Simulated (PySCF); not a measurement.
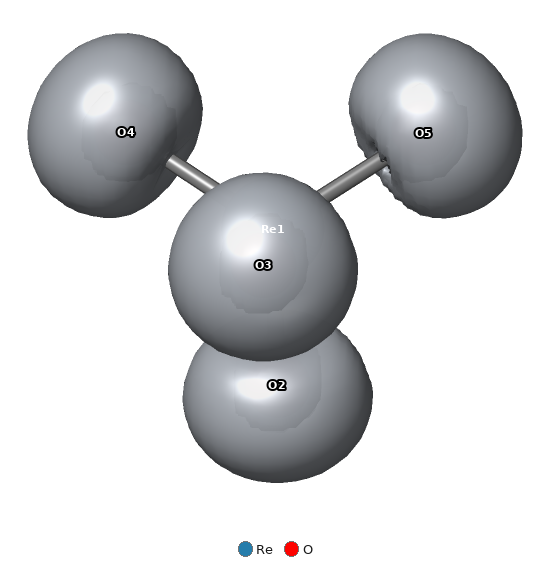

The picture shows: O₄Re (charge −1). Isosurface of the electron localisation function at 0.75 (grey), seen across its widest extent. Core shells and regions of very low density are left out.

Geometry: PBE0-D3(BJ)/ma-def2-SVP; core potentials replace the inner electrons of Re.

These are results of PySCF 2.14.0, density-fitted response routines, DFT single point, gas phase, functional BP86, not measurements.

```xyz
5

Re    0.0051   -0.0003   -0.0158
O     0.0219    0.0054    1.7149
O     1.6313   -0.0045   -0.6070
O    -0.8135    1.4126   -0.5900
O    -0.8173   -1.4148   -0.5807
```

Question: Identify the bonds, lone pairs and shells in this picture.

Answer: The ELF exceeds this value in four regions wrapped around O (the valence shell of each).

Values along the shortest contacts:
Re–O (1.73 Å): the ELF peaks at about 0.80 in the valence shell of O, 0.5 Å from its nucleus, and is about 0.35 at the midpoint.
